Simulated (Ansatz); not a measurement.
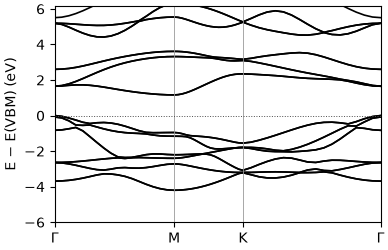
*Band structure from plane-wave PAW PBE with spin–orbit coupling (Ansatz code)*

### Question
Read off the gap and where the band edges lie.

### Answer
About 1.2 eV (1.16 eV by a search for the band edges); maximum at Γ, minimum at M.

The material is monolayer ZrS₂ (1T, P-3m1 in the vacuum cell, 3 atoms).

A layer that has been made, often on a substrate. Symmetry was held in the PBE relaxation; whether a distortion lowers the energy is not shown. No spin polarisation was allowed.

Potentials: the later of the program's two PAW sets.
